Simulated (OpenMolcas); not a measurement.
## Predicting a hybrid from its neighbours: GeHF3

The species is GeHF3 (5 atoms), meant as a singlet with charge 0. As SMILES, `[F][GeH]([F])[F]`. The shape is that of a PBE0-D4/def2-TZVP optimisation.

The dipole moment y, in D, basis aug-cc-pVDZ; a is the functional's share of exact exchange. Programs: OpenMolcas 26.06.

| functional | program | a | y (D) |
| --- | --- | --- | --- |
| BLYP | OpenMolcas | 0 | 2.40 |
| TPSS | OpenMolcas | 0 | 2.33 |
| B3LYP | OpenMolcas | 0.2 | ? |
| PBE0 | OpenMolcas | 0.25 | 2.52 |
| BHLYP | OpenMolcas | 0.5 | 2.66 |

**Question.** Fit y = c + s·a to the known rows and predict B3LYP.

**Answer.** 
1. Means of the 4 rows: a = 0.1875, y = 2.478.
2. Σ(Δa)² = 0.17188, Σ(Δa·Δy) = 0.10188, so the slope is 0.10188/0.17188 = 0.59274.
3. Intercept: 2.478 − (0.59274) × 0.1875 = 2.367. The largest residual of the fit is 0.037.
4. B3LYP: 2.367 + (0.59274) × 0.2 = 2.49 D.

The run gave 2.52 D, so the prediction is off by -0.03 D, about the largest residual. More exact exchange makes the molecule more polar here. The rows mix families of semi-local functionals, which the line can't see.

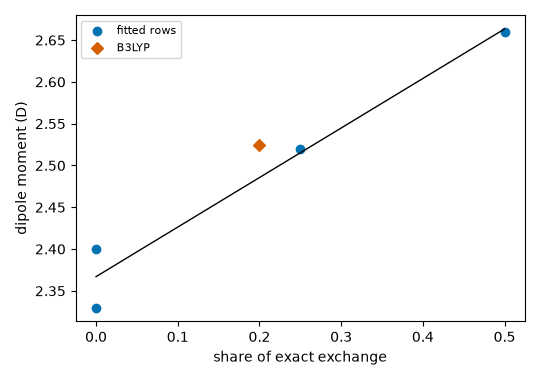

The fitted line, with the withheld row.
